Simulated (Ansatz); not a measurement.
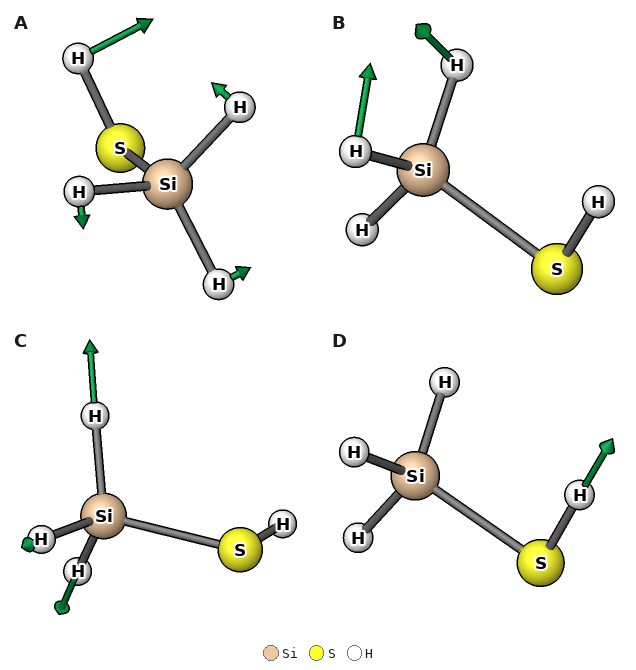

4 normal modes of one molecule or complex, as arrows. Harmonic vibrations computed with RKS PBE0-D4/def2-TZVP (Ansatz 0.2.0) at a stationary point of the same level.

> Match the panels to the wavenumbers 190 cm⁻¹, 960 cm⁻¹, 2229 cm⁻¹, 2710 cm⁻¹.

A: 190 cm⁻¹, a torsion or out-of-plane motion in which bond lengths and bond angles hardly change
B: 960 cm⁻¹, H–Si–H bending
C: 2229 cm⁻¹, in-phase stretching of 2 Si–H bonds
D: 2710 cm⁻¹, S–H stretching
